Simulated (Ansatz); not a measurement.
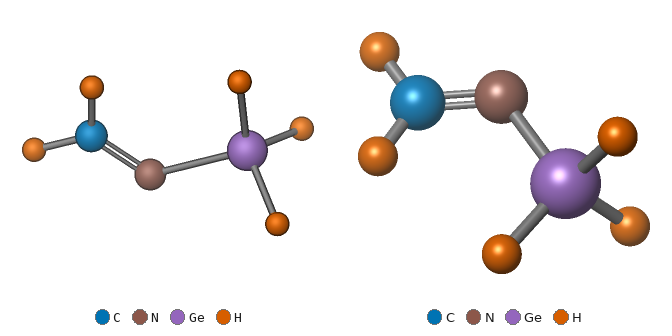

The same structure drawn twice, from different directions.

Description:

The molecule is CH5GeN. SMILES: `C=[N][GeH3]`. Among its groups: imine. The point group is Cs. Coordination: 1 C trigonal planar; 1 N bent; 1 Ge tetrahedral.

More results for the same structure follow; atom numbers are the same in all pictures, views and colours differ. The computed structure is the end point of a PBE0-D4/def2-TZVP optimisation.

### Geometry

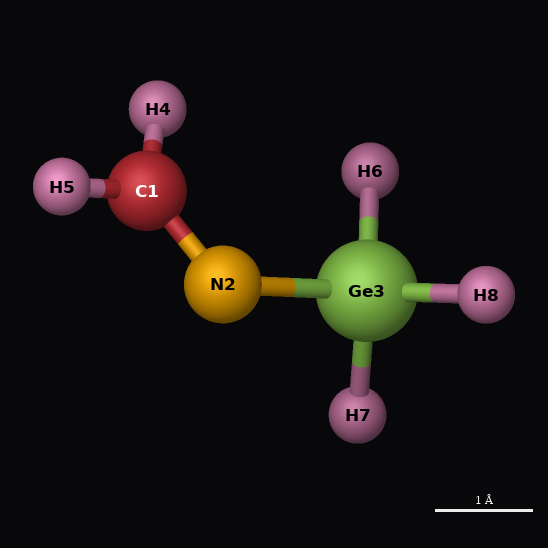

The atoms are numbered.

Which atoms are bonded, and how long are the bonds?

```csv
bond,length (Å)
C1–N2,1.258
C1–H4,1.103
C1–H5,1.097
N2–Ge3,1.863
Ge3–H6,1.546
Ge3–H7,1.534
Ge3–H8,1.534
```

### Vibrations

Harmonic vibrations computed with RKS PBE0-D4/def2-TZVP (Ansatz 0.2.0) at a stationary point of the same level.

List the wavenumbers.

18 modes: 148, 266, 492, 574, 643, 689, 839, 868, 879, 1113, 1213, 1508, 1747, 2109, 2174, 2174, 2963, 3061 cm⁻¹.

### Levels of theory compared

Program: Ansatz 0.2.0.

Tabulate HOMO–LUMO gap (eV) at these levels: B3LYP-D4/def2-TZVPP; B97M-V/def2-TZVPP; BHLYP-D4/def2-TZVPP; CAM-B3LYP-D4/def2-TZVPP; HSE06 (plane-wave form)-D4/def2-TZVPP; PBE-D4/def2-TZVPP; PBE0-D4/def2-QZVPP; PBE0-D4/def2-SVP; PBE0-D4/def2-TZVPP; r2SCAN-D4/def2-TZVPP; r2SCANh-D4/def2-TZVPP; ωB97M-V/def2-SVP.

| level | HOMO–LUMO gap (eV) |
| --- | --- |
| B3LYP-D4/def2-TZVPP | 5.95 |
| B97M-V/def2-TZVPP | 4.65 |
| BHLYP-D4/def2-TZVPP | 8.96 |
| CAM-B3LYP-D4/def2-TZVPP | 9.03 |
| HSE06 (plane-wave form)-D4/def2-TZVPP | 5.63 |
| PBE-D4/def2-TZVPP | 3.91 |
| PBE0-D4/def2-QZVPP | 6.38 |
| PBE0-D4/def2-SVP | 6.51 |
| PBE0-D4/def2-TZVPP | 6.42 |
| r2SCAN-D4/def2-TZVPP | 4.41 |
| r2SCANh-D4/def2-TZVPP | 5.34 |
| ωB97M-V/def2-SVP | 11.15 |

### Thermal motion

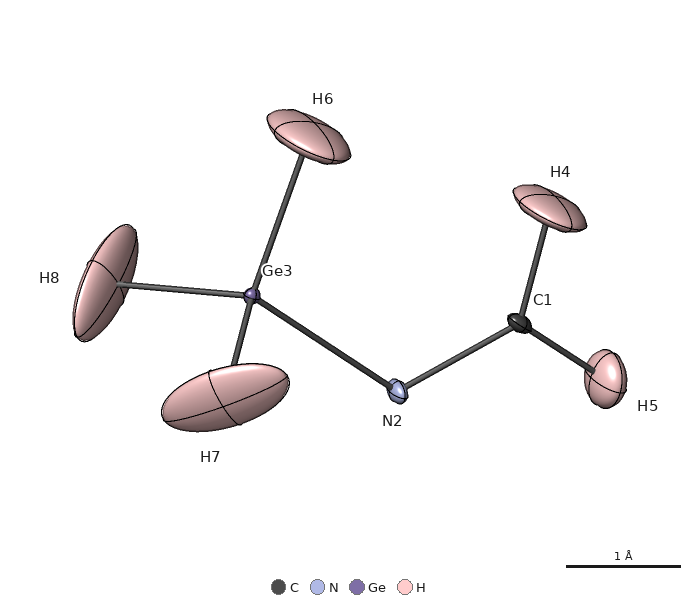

Displacement ellipsoids at the 50 % level, from the internal vibrations of the free molecule (harmonic, no overall translation or rotation; no half-axis is drawn under 0.075 Å). Vibrations computed with RKS PBE0-D4/def2-TZVP (Ansatz 0.2.0). Temperature: 600 K.

Which atom moves most?

H7, H8, with U_eq = 0.0693 Å².

Does H7 move more along its bond or across it?

Across it: the root-mean-square amplitude is 0.088 Å along the bond and up to 0.403 Å across, since bending and torsion are softer than stretching.

Give the displacement parameters, one line for each set of equivalent atoms.

```json
{"atom": "C1", "U_eq (Å²)": "0.0043", "rms amplitudes (Å)": "0.024, 0.076, 0.082"}
{"atom": "N2", "U_eq (Å²)": "0.0055", "rms amplitudes (Å)": "0.042, 0.063, 0.103"}
{"atom": "Ge3", "U_eq (Å²)": "0.00015", "rms amplitudes (Å)": "0.006, 0.007, 0.019"}
{"atom": "H4", "U_eq (Å²)": "0.0431", "rms amplitudes (Å)": "0.078, 0.203, 0.286"}
{"atom": "H5", "U_eq (Å²)": "0.0246", "rms amplitudes (Å)": "0.096, 0.161, 0.197"}
{"atom": "H6", "U_eq (Å²)": "0.0560", "rms amplitudes (Å)": "0.089, 0.226, 0.330"}
{"atom": "H7, H8", "U_eq (Å²)": "0.0693", "rms amplitudes (Å)": "0.088, 0.195, 0.403"}
```
